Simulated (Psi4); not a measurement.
# SCAN/def2-TZVP (sweep point 8) run of BBrF2 (SMILES FB(F)Br)

What is the vertical singlet–triplet gap of BBrF2 at SCAN/def2-TZVP (sweep point 8)? 

The calculation is run with Psi4 1.11.

4 further runs of the same task are left out: 4 set aside as unsound or not needed.

## Step 1: The system as given

The species is BBrF2 (4 atoms), meant as a singlet with charge 0. SMILES: `FB(F)Br`. The coordinates come from a PBE0-D4/def2-TZVP relaxation.

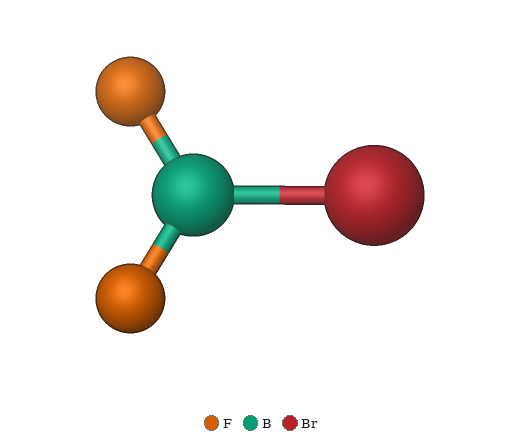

Viewed from a chosen angle; fluorine orange, boron teal, bromine red.

## Step 2: The energy at SCAN/def2-TZVP (sweep point 8)

calc.inp reads:

```
memory 1600 MB

molecule mol {
  0 1
  F     -0.215650    -1.366490    -0.109870
  B     -0.127940    -0.063330    -0.022770
  F     -1.212420     0.659630    -0.144250
  Br     1.556010     0.770190     0.276890
  symmetry c1
}

set basis def2-TZVP
set puream true
set scf_type pk
set dft_radial_points 250
set dft_spherical_points 1202

energy('scan')
print_variables()
```

The run is started by

```bash
$ psi4 -n 1 calc.inp calc.out
```

calc.out:

```text
[...]
  Running in c1 symmetry.
[...]
  Nuclear repulsion =  222.994940053662901
[...]
  Multiplicity = 1
[...]
  Nalpha       = 29
  Nbeta        = 29
[...]
    Number of basis functions: 141
[...]
   @RKS iter   1: -2798.67805130551778   -1.33958e+00   1.16768e-02 DIIS/ADIIS
[...]
   @RKS iter   8: -2799.08839105609695   -4.76780e-08   3.22905e-07 DIIS
[...]
    Orbital Energies [Eh]
    ---------------------
    Doubly Occupied:
       1A   -482.238882     2A    -62.353378     3A    -56.118392
       4A    -56.116371     5A    -56.115715     6A    -24.527201
       7A    -24.527192     8A     -8.662820     9A     -6.786713
      10A     -6.459457    11A     -6.452751    12A     -6.450701
      13A     -2.553596    14A     -2.551906    15A     -2.550476
      16A     -2.545461    17A     -2.545372    18A     -1.231520
      19A     -1.204625    20A     -0.775076    21A     -0.564132
      22A     -0.524966    23A     -0.483980    24A     -0.481292
      25A     -0.425933    26A     -0.409923    27A     -0.376838
      28A     -0.310509    29A     -0.296334
[...]
  @RKS Final Energy: -2799.08839105609695
   => Energetics <=
    Nuclear Repulsion Energy =            222.9949400536629014
    One-Electron Energy =               -4338.3799760924857765
    Two-Electron Energy =                1432.8795836800484267
    DFT Exchange-Correlation Energy =    -116.5829386973217936
    Empirical Dispersion Energy =           0.0000000000000000
    VV10 Nonlocal Energy =                  0.0000000000000000
    Total Energy =                      -2799.0883910560969525
[...]
 Multipole Moments:
 ------------------------------------------------------------------------------------
     Multipole            Electronic (a.u.)      Nuclear  (a.u.)        Total (a.u.)
 ------------------------------------------------------------------------------------
 L = 1.  Multiply by 2.5417464519 to convert [e a0] to [Debye]
 Dipole X            :          3.4144621           -3.3408945            0.0735676
 Dipole Y            :          1.6900662           -1.6536659            0.0364003
 Dipole Z            :          0.6075915           -0.5945056            0.0130859
 Magnitude           :                                                    0.0831169
[...]
```

Wall time 1.7 min (1 thread of Intel Xeon at 2.70GHz, shared host); peak memory 1.2 GiB.

## Step 3: The triplet at the same level

input.dat reads:

```
memory 1600 MB

molecule {
  0 3
  F     -0.215650    -1.366490    -0.109870
  B     -0.127940    -0.063330    -0.022770
  F     -1.212420     0.659630    -0.144250
  Br     1.556010     0.770190     0.276890
  symmetry c1
}

set globals {
  basis                def2-TZVP
  reference            uks
  puream               true
  scf_type             pk
  dft_radial_points    250
  dft_spherical_points 1202
  maxiter              100
}

energy('scan')
```

The run is started by

```bash
$ psi4 -i input.dat -o output.dat -n 1
```

output.dat:

```text
[...]
  Running in c1 symmetry.
[...]
  Nuclear repulsion =  222.994940053662901
[...]
  Multiplicity = 3
[...]
  Nalpha       = 30
  Nbeta        = 28
[...]
    Number of basis functions: 141
[...]
   @UKS iter   1: -2798.41204358514824   -1.07357e+00   1.12515e-02 ADIIS/DIIS
[...]
   @UKS iter  11: -2798.83182454590951   -2.65277e-08   4.44602e-07 DIIS
[...]
   @S^2 Observed:                2.008328589E+00
[...]
    Orbital Energies [Eh]
    ---------------------
    Alpha Occupied:
       1A   -482.333105     2A    -62.444479     3A    -56.212937
       4A    -56.207771     5A    -56.205860     6A    -24.483532
       7A    -24.483519     8A     -8.753534     9A     -6.683195
      10A     -6.556516    11A     -6.543030    12A     -6.536360
      13A     -2.649754    14A     -2.647341    15A     -2.642447
      16A     -2.632226    17A     -2.631797    18A     -1.186954
      19A     -1.161527    20A     -0.850925    21A     -0.529959
      22A     -0.484601    23A     -0.478696    24A     -0.447137
      25A     -0.411755    26A     -0.384992    27A     -0.384717
      28A     -0.370735    29A     -0.361524    30A     -0.055838
    Alpha Virtual:
[...]
  @UKS Final Energy: -2798.83182454590951
   => Energetics <=
    Nuclear Repulsion Energy =            222.9949400536629014
    One-Electron Energy =               -4336.3658056765088986
    Two-Electron Energy =                1431.1178148944889017
    DFT Exchange-Correlation Energy =    -116.5787738175523316
    Empirical Dispersion Energy =           0.0000000000000000
    VV10 Nonlocal Energy =                  0.0000000000000000
    Total Energy =                      -2798.8318245459095124
[...]
 Multipole Moments:
 ------------------------------------------------------------------------------------
     Multipole            Electronic (a.u.)      Nuclear  (a.u.)        Total (a.u.)
 ------------------------------------------------------------------------------------
 L = 1.  Multiply by 2.5417464519 to convert [e a0] to [Debye]
 Dipole X            :          4.5861119           -3.3408945            1.2452174
 Dipole Y            :          2.2699782           -1.6536659            0.6163123
 Dipole Z            :          0.8161122           -0.5945056            0.2216066
 Magnitude           :                                                    1.4069530
[...]
```

It took 3.9 min on 1 thread of Intel Xeon at 2.70GHz, shared host; peak memory 1.2 GiB.

## Step 4: Results

At SCAN/def2-TZVP (sweep point 8):

| quantity | value |
| --- | --- |
| singlet: total energy | -2799.08839 Eh |
| singlet: dipole moment | 0.21 D |
| singlet: HOMO energy | -8.06 eV |
| singlet: LUMO energy | -1.06 eV |
| singlet: HOMO–LUMO gap | 7.00 eV |
| triplet: total energy | -2798.83182 Eh |
| triplet: dipole moment | 3.58 D |
| triplet: HOMO energy (highest over α and β) | -1.52 eV |
| triplet: ⟨S²⟩ | 2.008 |
| vertical energy of the triplet above the singlet | 6.982 eV |

What this shows: At this shape the triplet lies 6.98 eV (161 kcal/mol) above the singlet.
